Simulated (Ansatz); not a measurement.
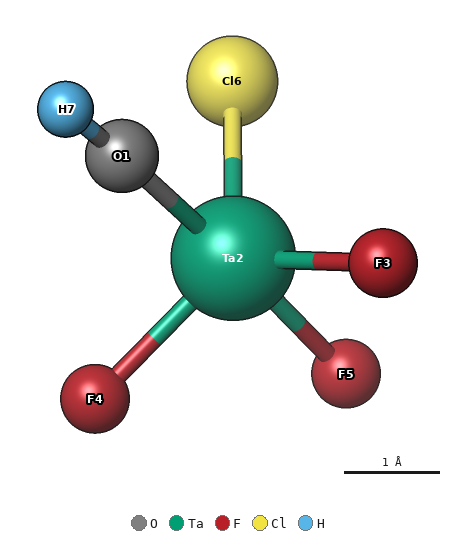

**Figure 1.** The structure as given in the input (ball-and-stick view, seen at a tilt; atoms are numbered from 1 in the order of the input). Sticks mark near contacts. Bond lengths as drawn: Cl–Ta 2.56 Å, F–Ta 2.08 to 2.11 Å, H–O 1.07 Å and O–Ta 2.09 Å.

## Single-point calculation of TaHClOF$_{3}$

System: TaHClOF$_{3}$, SMILES [OH][Ta]([F])([F])([F])[Cl].
Method: RKS wB97M-V/def2-TZVP (Ansatz 0.2.0).

Some settings of this run were made unusual or wrong on purpose. The geometry comes from this level: PBE0-D4/def2-TZVP.

The program's output
```
Functional definition: wB97M-V
  name "wB97M-V"
  cite "Mardirossian & Head-Gordon, J. Chem. Phys. 144, 214110 (2016) doi:10.1063/1.4952647"
  cite "Becke, J. Chem. Phys. 107, 8554 (1997) doi:10.1063/1.475007"
  cite "Vydrov & Van Voorhis, J. Chem. Phys. 133, 244103 (2010) doi:10.1063/1.3521275"
  # Of w^i u^j: cxij and so on, Table III.
  parameter omega = 0.3/bohr
  parameter cx = 0.15
  parameter cx01 = 1.007
  parameter cx10 = 0.259
  parameter css00 = 0.443
  parameter css04 = -1.437
  parameter css10 = -4.535
  parameter css20 = -3.390
  parameter css43 = 4.278
  parameter cos00 = 1.000
  parameter cos10 = 1.358
  parameter cos20 = 2.924
  parameter cos21 = -8.812
  parameter cos60 = -1.390
  parameter cos61 = 9.142
  parameter b = 6.0
  parameter c = 0.01
  gx(w, u) = 1 - cx + cx01*u + cx10*w
  gss(w, u) = css00 + css04*u^4 + css10*w + css20*w^2 + css43*w^4*u^3
  gos(w, u) = cos00 + cos10*w + (cos20 + cos21*u)*w^2 + (cos60 + cos61*u)*w^6
  exchange = spin_sum(e_x_unif_sr(omega)*gx(b97_w, b97_u_x)) + cx*exact_x_sr(omega) + exact_x_lr(omega)
  correlation = spin_sum(e_c_pw_mod_same_spin*gss(b97_w, b97_u_same))
      + integral(e_c_pw_mod_opposite_spin*gos(b97_w_opposite, b97_u_opposite)) + vv10(b, c)
1272 factors; their error is unknown
247 factors; integrals over basis functions are off by at most 3.7e-5 eV
mean field evaluation 1: about -24277.6508 eV, gradient 8.9e1 eV
mean field evaluation 2: about -24159.6442 eV, gradient 2.8e2 eV
mean field evaluation 4: about -24292.8887 eV, gradient 1.8e1 eV
mean field evaluation 8: about -24293.4044 eV, gradient 9.3e-2 eV
mean field evaluation 16: about -24355.6463 eV, gradient 8.5e1 eV
mean field evaluation 32: about -24370.0257 eV, gradient 8.9e-1 eV
mean field -24368.48345223 eV, -895.5252493180 hartree, gradient 2.5e-5 eV, S^2 0.000000; 2 other end points of the search recorded, 0 dependent functions left out
reference -24368.48353887 eV, -895.5252525022 hartree; 33, 33 occupied and 174, 174 virtual orbitals, 1272 factors
Total energy: -24368.48353887 eV, -895.5252525022 hartree
```

This output came from the following input.

Input file
```yaml
crystal:
  periodic: [false, false, false]
  atoms:
    - {symbol: O, position_ang: [0.080624, -1.479904, 0.797401]}
    - {symbol: Ta, position_ang: [0.002940, 0.322733, -0.258504]}
    - {symbol: F, position_ang: [1.978087, 0.086137, -0.867432]}
    - {symbol: F, position_ang: [-1.628712, -0.355546, -1.356493]}
    - {symbol: F, position_ang: [-0.044275, 2.048998, -1.469246]}
    - {symbol: Cl, position_ang: [-0.453647, 1.736430, 1.831439]}
    - {symbol: H, position_ang: [0.133751, -2.435121, 1.271540]}
basis:
  gaussian: {orbitals: def2-TZVP, final_grid: {core_spheres: 1, valence_spheres: 1, degree: 3}}
hamiltonian: {xc: {name: wB97M-V}}
```

Command:
```bash
ansatz run in.yaml --threads 4 --pin off --events-out ev --progress --plain --max-ram 10444MiB
```

What the run reported

| quantity | value |
| --- | --- |
| outcome | converged |
| total energy | −24368.4835 eV |
| SCF solution under orbital rotations | stable |
| hardware | 4 threads of AMD EPYC, 23 GiB of memory available, shared host |
| wall time | 27 s (CPU time 1.7 min) |
| peak memory | 0.77 GiB |

Diagnosis

This input holds a deliberate fault: grid. The run converged all the same; its numbers are those of the faulty input and shouldn't be used.
